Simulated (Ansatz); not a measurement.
# C2H8O2Si: single-point calculation

The run: single-point calculation of C2H8O2Si, SMILES C[Si](C)(O)O. Method and program: RKS PBE0-D4/def2-TZVPP (Ansatz 0.2.0).

The geometry comes from this level: PBE0-D4/def2-TZVP.

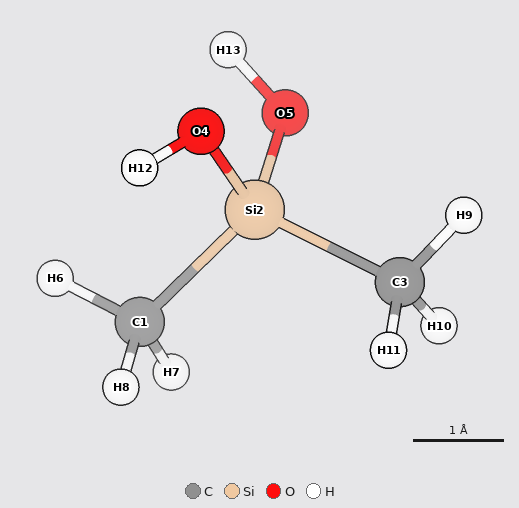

Figure 1. The structure as given in the input (ball-and-stick view, seen at a tilt; atoms are numbered from 1 in the order of the input).

### Input
```yaml
crystal:
  periodic: [false, false, false]
  atoms:
    - {symbol: C, position_ang: [-1.409844, 0.466402, -0.599540]}
    - {symbol: Si, position_ang: [0.173195, 0.155876, 0.337728]}
    - {symbol: C, position_ang: [1.315294, -0.967997, -0.593945]}
    - {symbol: O, position_ang: [-0.196908, -0.449864, 1.832000]}
    - {symbol: O, position_ang: [1.019318, 1.543505, 0.586943]}
    - {symbol: H, position_ang: [-2.067677, 1.150152, -0.055864]}
    - {symbol: H, position_ang: [-1.196190, 0.914784, -1.573240]}
    - {symbol: H, position_ang: [-1.961525, -0.461362, -0.778293]}
    - {symbol: H, position_ang: [2.206841, -1.179209, 0.000837]}
    - {symbol: H, position_ang: [1.635168, -0.508963, -1.532736]}
    - {symbol: H, position_ang: [0.829948, -1.918548, -0.829642]}
    - {symbol: H, position_ang: [-1.037671, -0.896013, 1.930649]}
    - {symbol: H, position_ang: [0.710353, 2.116437, 1.289804]}
basis:
  gaussian: {orbitals: def2-TZVPP}
hamiltonian: {xc: pbe0, dispersion: d4}
output: {orbitals: {seedname: orbitals}}
```

Run on 4 threads of Arm Neoverse V2, 23 GiB of memory available, shared host.

Launch command:
```bash
ansatz run in.yaml --threads 4 --pin off --events-out ev --progress --plain --max-ram 10444MiB
```

### The program's output
```
Functional definition: PBE0
  name "PBE0"
  cite "Adamo & Barone, J. Chem. Phys. 110, 6158 (1999) doi:10.1063/1.478522"
  cite "Perdew, Burke & Ernzerhof, Phys. Rev. Lett. 77, 3865 (1996) doi:10.1103/PhysRevLett.77.3865"
  parent pbe
  parameter a = 0.25
  parameter kappa = 0.804
  parameter beta = 0.06672455060314922
  exchange = (1 - a)*pbe_x(kappa = kappa, mu = beta*pi^2/3) + a*exact_x
  correlation = pbe_c(beta = beta)
1425 factors; their error is unknown
mean field evaluation 1: about -14157.2534 eV, gradient 9.1e1 eV
mean field evaluation 2: about -14147.8319 eV, gradient 1.1e2 eV
mean field evaluation 4: about -14172.4457 eV, gradient 4.0e0 eV
mean field evaluation 8: about -14172.4780 eV, gradient 5.3e-2 eV
mean field evaluation 16: about -14172.4988 eV, gradient 6.0e-5 eV
mean field -14172.49876194 eV, -520.8297230366 hartree, gradient 6.0e-5 eV, S^2 0.000000; 0 other end points of the search recorded, 0 dependent functions left out
reference -14172.49879505 eV, -520.8297242535 hartree; 25, 25 occupied and 253, 253 virtual orbitals, 1425 factors
Total energy: -14172.71736918 eV, -520.8377567044 hartree
```

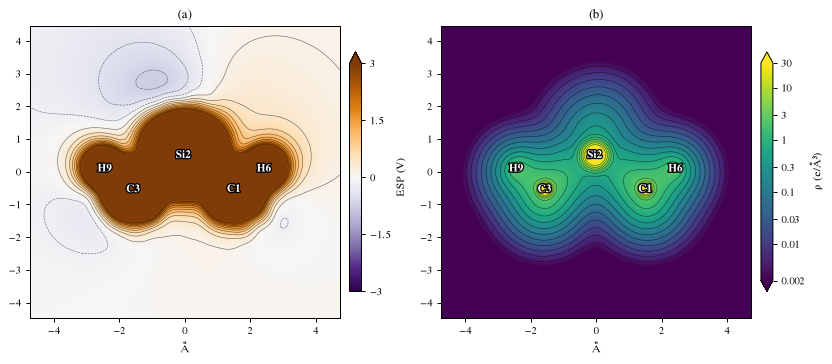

Figure 2. (a) electrostatic potential; (b) electron density on the plane of atoms Si2, C3 and H9. The section cuts through C, Si and H sites. C–Si (1.85 Å): ρ is about 1 e/Å³ halfway. C–H (1.09 Å): ρ at the midpoint is about 1.9 e/Å³.

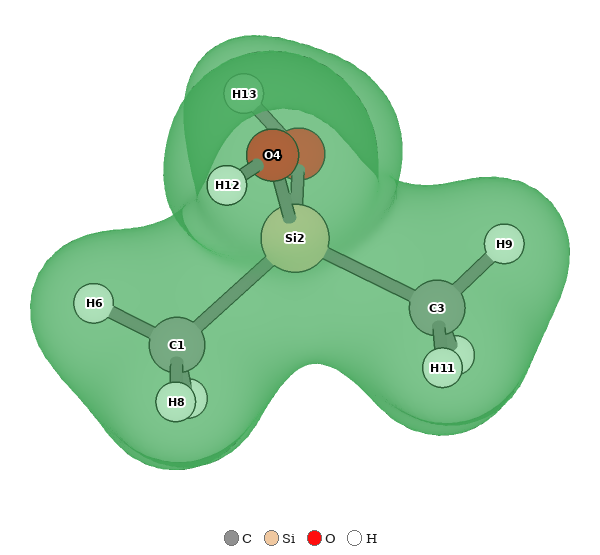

Figure 3. Isosurface of the electron density at 0.1 e/Å³ (green), seen face on. At this value the surface is in one piece. On the grid the lowest density along these lines, outside the cores, is 1 e/Å³ (Si–O, 1.64 Å), 0.87 e/Å³ (C–Si, 1.85 Å), 2.5 e/Å³ (O–H, 0.96 Å) and 1.9 e/Å³ (C–H, 1.09 Å).

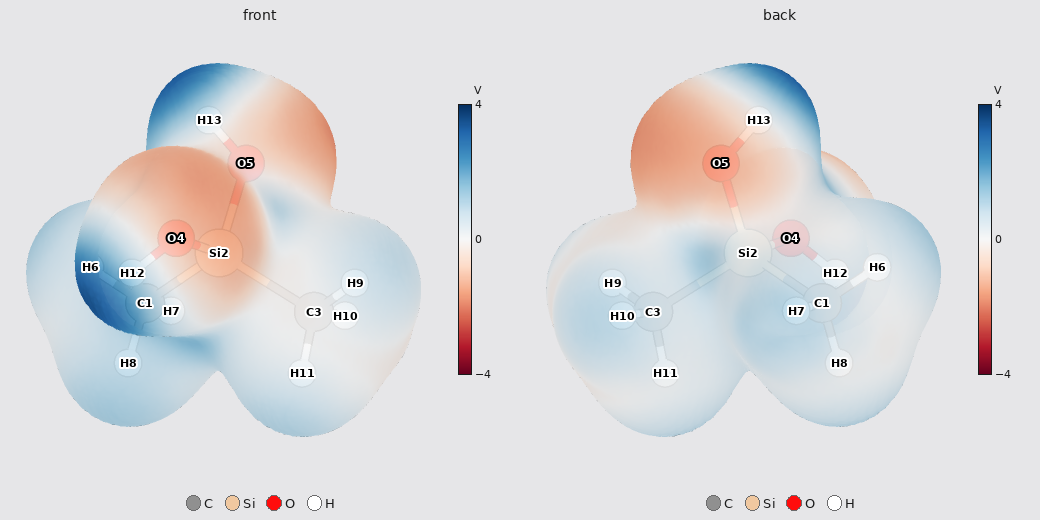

Figure 4. The molecular electrostatic potential painted on the density surface at 0.004 e/bohr³, seen at a tilt and from behind; red is negative and blue positive.

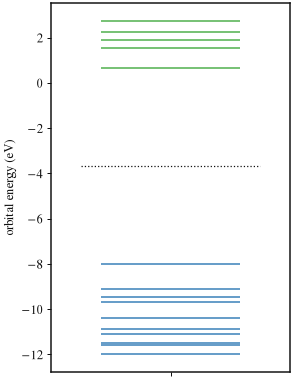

Figure 5. Orbital energies near the frontier; the dotted line parts filled from empty levels, and levels within 0.02 eV of each other stand side by side. Highest filled −8.02 eV, lowest empty 0.64 eV, 8.66 eV apart.

### Key numbers

```csv
quantity,value
outcome,converged
total energy,−14172.7174 eV
mean-field energy,−14172.4988 eV
dispersion energy,−0.2186 eV
SCF solution under orbital rotations,stable
HOMO,−8.02 eV
LUMO,0.64 eV
wall time,3.1 s (CPU time 11 s)
peak memory,0.7 GiB
```
